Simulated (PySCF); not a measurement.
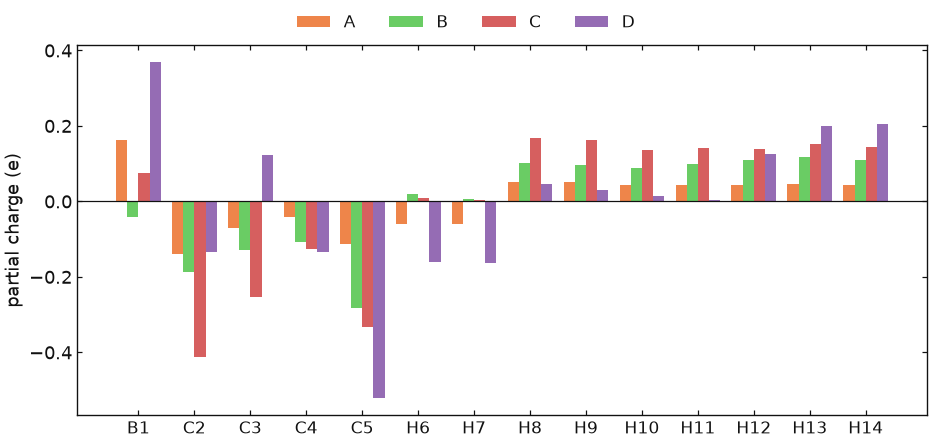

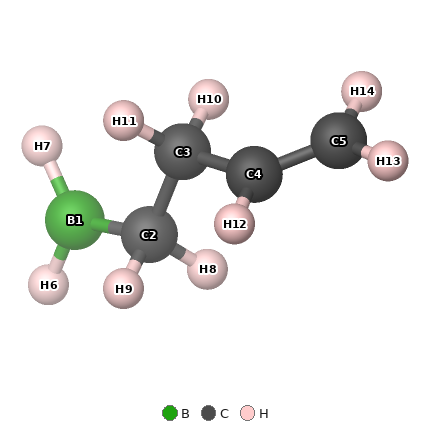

Atomic charges of C₄H₉B, SMILES BCCC=C by 4 schemes, PBE0/cc-pVTZ with PySCF 2.14.0, at a PBE0-D3(BJ)/def2-SVP geometry (no frequency check).

The schemes are ESP fit, Hirshfeld, IAO and Mulliken. Which series is which?

A: Hirshfeld (B1 0.16 e); B: Mulliken (B1 −0.04 e); C: IAO (B1 0.07 e); D: ESP fit (B1 0.37 e).

Note: one conformer of a flexible molecule.
